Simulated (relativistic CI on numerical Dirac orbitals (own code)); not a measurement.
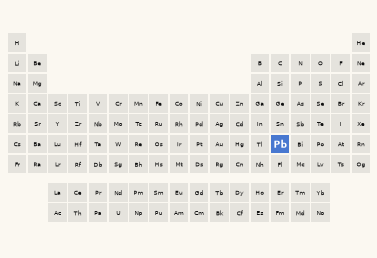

*The place of lead in the periodic table.*

## Pb⁺: relativistic CI calculation

Pb⁺. Level asked for: Dirac-Coulomb-Breit CI, KLI orbitals optimised for each configuration, model QED (radiative potential, 1s self-energy scaled to tabulated hydrogen-like ionisation energies), numerical settings as typed (relativistic CI on numerical Dirac orbitals, in-house).

### Outcome

- outcome: not converged
- hardware: 1 CPU thread, shared host

### What went wrong

The input is odd on purpose: box. The run did not meet its convergence test, so its last values are not results. To bear in mind: orbital 5s not found.

### Input
```
atom Pb  Z=82  charge=1  electrons=81
nucleus A=208  rms_radius_fm=5.5012
hamiltonian dirac-coulomb  breit=on  qed=on  c_scale=1
orbitals kli  potential=per-configuration
slater_scale 1
correlation none
mixing on
grid step=0.0125 r_max=4.85
scf mixing=0.4 start=green max_iterations=81 tolerance=2e-08 node_fill=0.05
configurations
  [Xe] 4f14 5d10 6s2 6p
  [Xe] 4f14 5d10 6s2 6d
  [Xe] 4f14 5d10 6s 6p2
  [Xe] 4f14 5d10 6s2 7s
  [Xe] 4f14 5d10 6p3
end
```

Launched within a batch (the task file carries these settings):
```bash
python <driver script> task.json out
```

The program writes its results to a structured record and prints no log; tables and figures of this report are taken from that record.
